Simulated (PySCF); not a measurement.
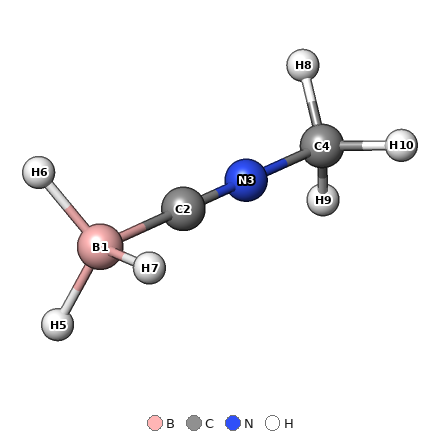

C₂H₆BN, SMILES [BH3-]C#[N+]C. Vertical core-electron binding energies by ΔSCF (SCAN, pcX-2 on the ionised atom, pcseg-1 elsewhere, spin-free X2C; PySCF 2.14.0, at a PBE0-D3(BJ)/def2-SVP geometry (no frequency check)), gas phase, against the vacuum level. One atom of each kind was ionised; within a panel, areas follow the number of like atoms, each panel is scaled alone, Gaussians of 0.6 eV full width. Only the regions named are shown.

### Predict the C 1s and N 1s photoelectron lines.

```
level  atoms  binding energy (eV)
 C 1s     C4                293.7
 C 1s     C2                293.1
 N 1s     N3                406.8
```

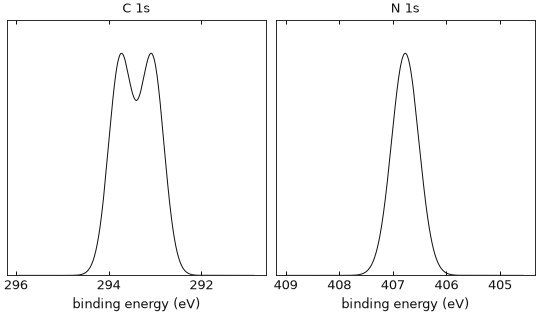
